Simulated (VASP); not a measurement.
Band structure of PdIn (CsCl type). All values below come from TPSS meta-GGA, VASP's PBE PAW potentials (set 64) (plane waves; VASP).

Unless said otherwise, spin-orbit coupling is left out, though it shifts the bands of the heavy elements here.

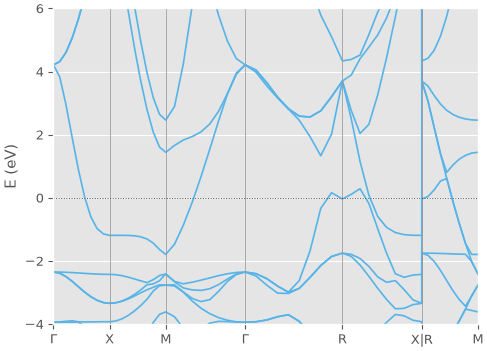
Figure. Bands along high-symmetry lines, zero at the valence-band maximum or, without a gap, the Fermi level

**Question.** Read the plot: is there a gap, and where are the band edges?

**Answer.** It has no gap at this level: it comes out as a metal or semimetal.

The compound is PdIn in the CsCl type structure. It was relaxed first. The electron count is odd and the run is not spin-polarised, which forces a metal.
